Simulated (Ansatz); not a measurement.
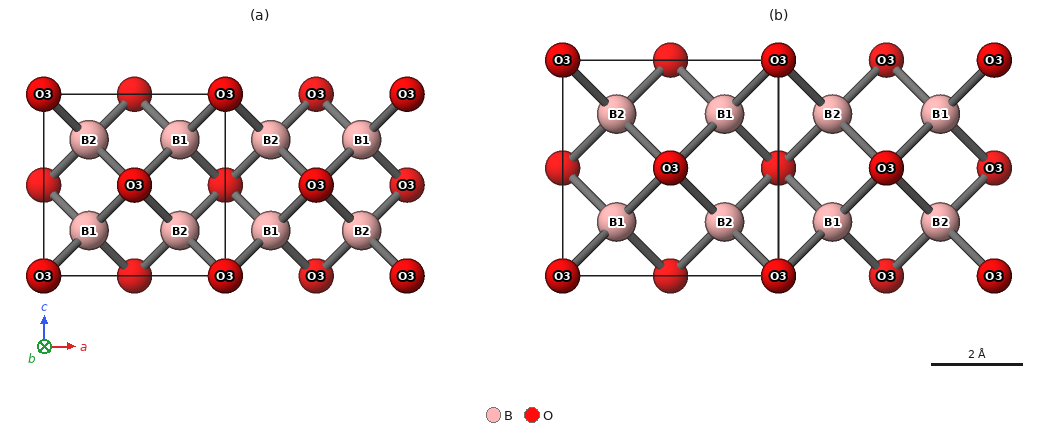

The structure of solid B₂O (a generated structure, set up in Fm-3m) (coarse preliminary run) before (left) and after (right) a relaxation, at one scale.

The picture is a ball-and-stick view of the conventional cell (4 times the calculation's cell), repeated 2 × 1 × 1 with one cell outlined, seen along the b axis. Lengths and directions refer to the drawn axes.

All numbers below come from DFT LDA, scalar-relativistic, plane waves, PAW in Ansatz. Settings: plane-wave cutoff 420 eV; k-point mesh 8 × 8 × 8; occupations gaussian; smearing width 0.1 eV; no spin polarisation; cell and atoms relaxed; force threshold 0.05 eV/Å; at most 80 steps.

> Describe what moved and what it gained.

Over 7 accepted moves (9 points after the start) the energy falls by 2.566 eV per cell of the calculation. All forces vanish by symmetry, so only the cell relaxes. The pressure goes from 120.31 to 0.11 GPa. At 2 points the geometry stayed and the basis and grid were re-selected for the new cell (energy shift of 0.293 eV per cell of the calculation at most each time). No atom moves by more than 0.005 Å relative to the cell. The drawn cell changes as follows: a = b = c 4.023 → 4.779 Å (+18.8 %); the volume changes by +67.6 %. Near-neighbour distances that change, for instance: B1–B2 2.011 → 2.389 Å, B1–O3 1.742 → 2.069 Å. The space group stays Fm-3m (No. 225).
